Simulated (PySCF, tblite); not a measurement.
# Si₃H₈O₃: dynamics, then NMR shifts on frames, part 2 of 2

tblite 0.8.0 and PySCF 2.14.0. Atoms count from 0. Earlier steps stand in the parts before.

### Step 5. Nuclear shieldings: 625 fs, PBE0/pcSseg-1

What the job is given:

```
{"job": {"kind": "nmr", "xc": "PBE0", "basis": "pcSseg-1", "pop": false}, "charge": 0, "multiplicity": 1}
O     -3.023100     0.728300    -0.890700
Si    -1.544900     1.189200    -0.477300
O     -0.548900    -0.064500    -0.364000
Si    -0.070500    -1.559000     0.076200
O      1.414900    -1.453300     0.801900
Si     2.501800    -0.678200     1.779000
H     -3.272000     0.341900    -1.733100
H     -0.739900     2.338100    -1.222800
H     -1.873900     1.525300     0.869200
H      0.215400    -2.261500    -1.148300
H     -1.054800    -2.295600     0.887100
H      2.726100    -1.746100     2.723700
H      3.731900    -0.277500     1.147200
H      1.722100     0.415300     2.324200
```

Method: GIAO PBE0/pcSseg-1 NMR shielding, non-relativistic, gas phase.

The log of the run:

```text
coarse grid: 13096 points
cycle   1  E = -1098.1571832681  dE =  6.774e-01  |g| = 1.208e+00  |ddm| = 3.453e+00
cycle   2  E = -1097.7575508764  dE =  3.996e-01  |g| = 1.886e+00  |ddm| = 2.244e+00
cycle   3  E = -1098.4058944817  dE = -6.483e-01  |g| = 1.082e-01  |ddm| = 1.590e+00
cycle   4  E = -1098.4072737888  dE = -1.379e-03  |g| = 7.307e-02  |ddm| = 1.262e-01
cycle   5  E = -1098.4081574449  dE = -8.837e-04  |g| = 1.357e-02  |ddm| = 5.354e-02
cycle   6  E = -1098.4081891447  dE = -3.170e-05  |g| = 1.998e-03  |ddm| = 1.117e-02
cycle   7  E = -1098.4081895787  dE = -4.340e-07  |g| = 1.393e-03  |ddm| = 2.293e-03
final grid: 112384 points
cycle   8  E = -1098.4709154490  dE = -8.819e-06  |g| = 1.010e-02  |ddm| = 1.311e-02
cycle   9  E = -1098.4708926261  dE =  2.282e-05  |g| = 1.529e-02  |ddm| = 1.535e-02
cycle  10  E = -1098.4709317654  dE = -3.914e-05  |g| = 4.939e-04  |ddm| = 9.729e-03
cycle  11  E = -1098.4709317979  dE = -3.243e-08  |g| = 2.461e-04  |ddm| = 4.785e-04
cycle  12  E = -1098.4709318080  dE = -1.018e-08  |g| = 3.201e-05  |ddm| = 1.632e-04
cycle  13  E = -1098.4709318082  dE = -1.626e-10  |g| = 4.125e-06  |ddm| = 3.001e-05
converged SCF energy = -1098.4709318082

GIAO shielding tensors (ppm)
atom      isotropic    diamagn.    paramagn.     s11        s22        s33       span
  0 O      273.562     385.932    -112.370    223.071    286.961    310.652     87.581
  1 Si     397.922     880.179    -482.257    380.914    398.919    413.933     33.019
  2 O      238.572     400.395    -161.823    158.262    225.875    331.578    173.316
  3 Si     397.060     880.193    -483.133    381.326    399.641    410.212     28.887
  4 O      296.571     400.949    -104.378    234.829    291.688    363.196    128.367
  5 Si     386.883     879.680    -492.797    335.088    367.477    458.085    122.998
  6 H       29.115      30.580      -1.465     22.100     23.723     41.522     19.422
  7 H       25.154      28.101      -2.947     21.822     23.582     30.059      8.237
  8 H       27.236      31.588      -4.352     23.238     25.949     32.521      9.283
  9 H       27.000      30.700      -3.700     23.143     25.382     32.474      9.331
 10 H       26.247      29.559      -3.312     22.773     24.719     31.251      8.477
 11 H       26.541      28.445      -1.904     22.616     25.087     31.922      9.306
 12 H       26.772      29.547      -2.774     23.692     25.044     31.580      7.888
 13 H       26.450      31.052      -4.602     22.498     25.889     30.962      8.465
```

Run time: 14 s. Hardware: 1 thread of Arm Neoverse V2, shared host; peak memory 0.78 GiB.

In short: δ O2 97.5, O0 62.5, O4 39.5, Si5 -37.7, H7 6.56, H10 5.47 ppm.

### Step 6. Nuclear shieldings: 800 fs, PBE0/pcSseg-1

What the job is given:

```
{"job": {"kind": "nmr", "xc": "PBE0", "basis": "pcSseg-1", "pop": false}, "charge": 0, "multiplicity": 1}
O     -2.890700     0.816300    -1.049800
Si    -1.382800     0.983900    -0.487500
O     -0.558900    -0.312200    -0.018300
Si     0.214200    -1.692900     0.124900
O      1.517600    -1.332200     1.068500
Si     2.369900    -0.390600     2.080700
H     -3.539000     0.440700    -0.507500
H     -0.707600     1.556800    -1.520200
H     -1.405800     1.944000     0.803800
H      0.665400    -1.941400    -1.248700
H     -0.525000    -2.716900     0.763700
H      1.606000    -0.098100     3.374200
H      3.386800    -1.382900     2.433000
H      2.643200     0.842800     1.318800
```

Level: GIAO PBE0/pcSseg-1 NMR shielding, non-relativistic, gas phase.

The log of the run:

```text
coarse grid: 13096 points
cycle   1  E = -1098.1525142328  dE =  7.520e-01  |g| = 1.212e+00  |ddm| = 3.471e+00
cycle   2  E = -1097.7754054504  dE =  3.771e-01  |g| = 1.860e+00  |ddm| = 2.222e+00
cycle   3  E = -1098.3995017562  dE = -6.241e-01  |g| = 1.122e-01  |ddm| = 1.568e+00
cycle   4  E = -1098.4010257905  dE = -1.524e-03  |g| = 7.383e-02  |ddm| = 1.322e-01
cycle   5  E = -1098.4019256670  dE = -8.999e-04  |g| = 1.262e-02  |ddm| = 5.280e-02
cycle   6  E = -1098.4019533558  dE = -2.769e-05  |g| = 1.991e-03  |ddm| = 1.102e-02
cycle   7  E = -1098.4019538013  dE = -4.455e-07  |g| = 1.338e-03  |ddm| = 2.257e-03
final grid: 112384 points
cycle   8  E = -1098.4658812566  dE = -7.585e-06  |g| = 1.047e-02  |ddm| = 1.381e-02
cycle   9  E = -1098.4658580815  dE =  2.318e-05  |g| = 1.563e-02  |ddm| = 1.597e-02
cycle  10  E = -1098.4658987626  dE = -4.068e-05  |g| = 5.033e-04  |ddm| = 1.003e-02
cycle  11  E = -1098.4658987979  dE = -3.537e-08  |g| = 2.417e-04  |ddm| = 5.040e-04
cycle  12  E = -1098.4658988076  dE = -9.701e-09  |g| = 3.117e-05  |ddm| = 1.555e-04
cycle  13  E = -1098.4658988078  dE = -1.482e-10  |g| = 4.526e-06  |ddm| = 2.998e-05
converged SCF energy = -1098.4658988078

GIAO shielding tensors (ppm)
atom      isotropic    diamagn.    paramagn.     s11        s22        s33       span
  0 O      280.593     386.423    -105.830    222.812    296.987    321.979     99.167
  1 Si     396.722     880.773    -484.051    380.061    396.703    413.401     33.340
  2 O      239.280     398.743    -159.463    162.569    223.907    331.364    168.795
  3 Si     396.101     881.574    -485.473    380.471    395.113    412.719     32.248
  4 O      289.544     401.422    -111.878    224.599    286.131    357.900    133.301
  5 Si     389.930     879.192    -489.262    351.063    358.182    460.545    109.482
  6 H       30.556      32.682      -2.126     22.780     25.795     43.094     20.314
  7 H       28.107      32.835      -4.728     23.905     26.605     33.811      9.906
  8 H       25.271      29.290      -4.018     21.555     24.481     29.778      8.224
  9 H       26.545      30.625      -4.080     22.850     24.818     31.967      9.117
 10 H       27.177      30.496      -3.319     23.458     25.116     32.959      9.501
 11 H       25.714      28.764      -3.050     22.934     24.461     29.749      6.815
 12 H       26.028      27.438      -1.411     22.181     24.519     31.383      9.203
 13 H       25.979      30.258      -4.279     22.444     24.771     30.722      8.278
```

Wall time 14 s (1 thread of Arm Neoverse V2, shared host); peak memory 0.78 GiB.

This run: δ O2 96.8, O0 55.5, O4 46.5, Si5 -40.8, H8 6.45, H11 6.00 ppm.

### Step 7. Nuclear shieldings: 1000 fs, PBE0/pcSseg-1

What the job is given:

```
{"job": {"kind": "nmr", "xc": "PBE0", "basis": "pcSseg-1", "pop": false}, "charge": 0, "multiplicity": 1}
O     -2.714300     1.118100    -0.240700
Si    -1.100100     0.987600    -0.435900
O     -0.777900    -0.653300    -0.334400
Si     0.194900    -1.814300     0.085000
O      1.431500    -1.241800     0.992900
Si     2.341100    -0.174900     1.841500
H     -3.128700     0.338400    -0.030600
H     -0.640000     1.677100    -1.707200
H     -0.602600     1.435900     0.880100
H      0.770800    -2.531200    -1.004400
H     -0.508500    -2.590600     1.037200
H      1.733400     1.018200     2.448400
H      2.721600    -0.949200     3.031400
H      3.527800     0.198800     1.021800
```

Method: GIAO PBE0/pcSseg-1 NMR shielding, non-relativistic, gas phase.

The log of the run:

```text
coarse grid: 13096 points
cycle   1  E = -1098.1544247122  dE =  7.219e-01  |g| = 1.210e+00  |ddm| = 3.461e+00
cycle   2  E = -1097.7766949434  dE =  3.777e-01  |g| = 1.860e+00  |ddm| = 2.322e+00
cycle   3  E = -1098.4023275297  dE = -6.256e-01  |g| = 1.063e-01  |ddm| = 1.639e+00
cycle   4  E = -1098.4036900938  dE = -1.363e-03  |g| = 7.215e-02  |ddm| = 1.306e-01
cycle   5  E = -1098.4045587169  dE = -8.686e-04  |g| = 1.208e-02  |ddm| = 5.378e-02
cycle   6  E = -1098.4045830997  dE = -2.438e-05  |g| = 2.564e-03  |ddm| = 1.098e-02
cycle   7  E = -1098.4045839684  dE = -8.687e-07  |g| = 1.410e-03  |ddm| = 2.682e-03
final grid: 112384 points
cycle   8  E = -1098.4683653281  dE = -9.429e-06  |g| = 1.031e-02  |ddm| = 1.493e-02
cycle   9  E = -1098.4683425693  dE =  2.276e-05  |g| = 1.544e-02  |ddm| = 1.603e-02
cycle  10  E = -1098.4683822928  dE = -3.972e-05  |g| = 5.281e-04  |ddm| = 1.004e-02
cycle  11  E = -1098.4683823340  dE = -4.120e-08  |g| = 2.440e-04  |ddm| = 5.527e-04
cycle  12  E = -1098.4683823438  dE = -9.853e-09  |g| = 3.063e-05  |ddm| = 1.765e-04
cycle  13  E = -1098.4683823440  dE = -1.432e-10  |g| = 7.482e-06  |ddm| = 3.296e-05
converged SCF energy = -1098.4683823440

GIAO shielding tensors (ppm)
atom      isotropic    diamagn.    paramagn.     s11        s22        s33       span
  0 O      302.545     386.982     -84.437    250.654    301.686    355.295    104.641
  1 Si     380.132     879.395    -499.263    356.307    379.824    404.266     47.959
  2 O      241.528     403.009    -161.481    180.774    239.310    304.499    123.725
  3 Si     395.288     881.317    -486.030    382.105    398.205    405.553     23.447
  4 O      293.235     400.590    -107.354    229.007    272.589    378.111    149.105
  5 Si     395.414     878.259    -482.845    343.869    358.708    483.667    139.798
  6 H       32.170      34.493      -2.323     23.123     28.224     45.162     22.039
  7 H       25.633      28.700      -3.067     22.314     23.688     30.896      8.582
  8 H       25.821      32.762      -6.941     21.273     25.477     30.713      9.440
  9 H       27.102      30.037      -2.934     23.417     24.920     32.970      9.552
 10 H       27.239      30.811      -3.572     23.381     25.360     32.977      9.596
 11 H       26.274      29.963      -3.689     22.950     25.602     30.270      7.320
 12 H       26.431      27.596      -1.165     22.909     24.760     31.624      8.715
 13 H       26.282      28.362      -2.080     23.113     24.369     31.366      8.253
```

Wall time 14 s (1 thread of Arm Neoverse V2, shared host); peak memory 0.78 GiB.

In short: δ O2 94.6, O4 42.8, O0 33.5, Si1 -31.0, H7 6.08, H8 5.90 ppm.

### Step 8. Run by run: NMR shifts

Shifts (ppm) of some atoms, chosen among heavy atoms and hydrogens apart, with basis size and wall time:

```csv
frame,H7,H6,O4,O0,Si5,Si3,Si1,functions,time
250 fs,5.58,4.28,62.5,52.8,-41.3,-55.2,-61.1,163,14 s
425 fs,5.80,2.13,47.7,47.8,-51.3,-60.2,-44.7,163,14 s
625 fs,6.56,2.60,39.5,62.5,-37.7,-47.9,-48.8,163,14 s
800 fs,3.61,1.16,46.5,55.5,-40.8,-46.9,-47.6,163,14 s
1000 fs,6.08,-0.45,42.8,33.5,-46.3,-46.1,-31.0,163,14 s
```

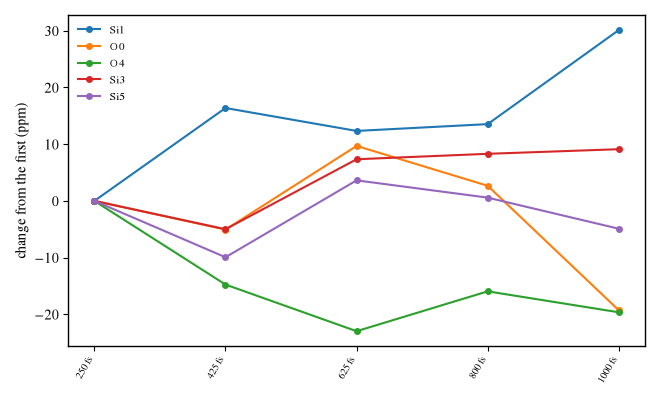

How five of the tabulated atoms move from run to run.

### Step 9. What came out

What follows sums up all 2 parts.

```
                                       quantity                                               value
                                     thermostat                                               400 K
                  mean temperature, second half                                               375 K
        mean potential energy above the minimum                                             0.62 eV
  1H shifts against TMS (PBE0/pcSseg-1, 250 fs)  6.27, 6.07, 5.69, 5.58, 5.49, 5.18, 5.18, 4.28 ppm
 17O shifts against H2O (PBE0/pcSseg-1, 250 fs)                                99.2, 62.5, 52.8 ppm
29Si shifts against TMS (PBE0/pcSseg-1, 250 fs)                             -41.3, -55.2, -61.1 ppm
                      range of the shift of Si1                                  -61.1 to -31.0 ppm
```

In the second half the potential energy averages 0.62 eV above the minimum; equipartition over 36 harmonic modes at 400 K would give 0.62 eV. With 14 atoms the temperature swings widely (273 to 484 K). Shifts at one fixed geometry are not the observed spectrum, which averages over the motion. In the first frame run (250 fs): The largest span, 166 ppm, is at O2, where the paramagnetic term is -160 ppm. Across the 5 runs the shift of Si1 moves most, between -61.1 (250 fs) and -31.0 ppm (1000 fs).
